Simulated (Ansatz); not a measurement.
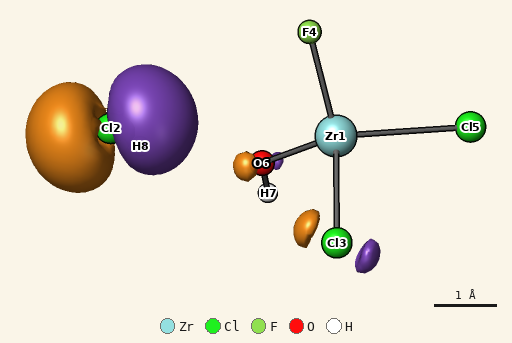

*Cl₂FHOZr···HCl. The HOMO−1 at ±0.2 Å⁻³ᐟ² (orange and purple are the two phases), seen from one side.*

Core potentials replace the inner electrons of Zr; not at a stationary point (largest force 1.4 eV/Å).

These are results of RKS BLYP-D4/def2-SVP in Ansatz, not measurements.

| atom | x (Å) | y (Å) | z (Å) |
| --- | --- | --- | --- |
| Zr | 0.0946 | -0.5662 | -0.4315 |
| Cl | 0.9617 | 0.4974 | 3.0227 |
| Cl | 2.1368 | 0.4465 | -1.0695 |
| F | -1.2064 | 0.7024 | 0.1478 |
| Cl | -0.7647 | -1.6353 | -2.3528 |
| O | 0.3861 | -2.0162 | 0.9512 |
| H | 0.6064 | -2.9648 | 0.9323 |
| H | 0.8148 | -0.8066 | 2.7440 |

Question: Where does this orbital lie, and at what energy?

Answer: It lies mainly on Cl2 (about 80 %) and Cl3 (about 10 %); largely a lone pair of Cl2. Its energy is −7.53 eV.
